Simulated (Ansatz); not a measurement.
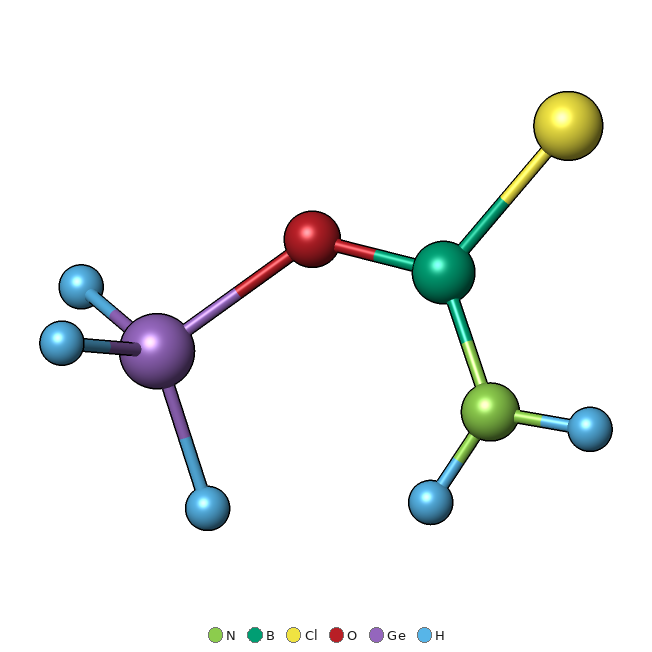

Harmonic vibrations computed with RKS PBE0-D4/def2-TZVP (Ansatz 0.2.0) at a stationary point of the same level.

How many imaginary frequencies does it have?

Answer. A minimum: no imaginary frequency, and the lowest mode lies at 43 cm⁻¹.

List the wavenumbers.

Answer. 24 modes: 43, 63, 125, 243, 363, 412, 523, 581, 592, 644, 666, 719, 859, 872, 877, 961, 1219, 1443, 1628, 2143, 2177, 2200, 3637, 3740 cm⁻¹.
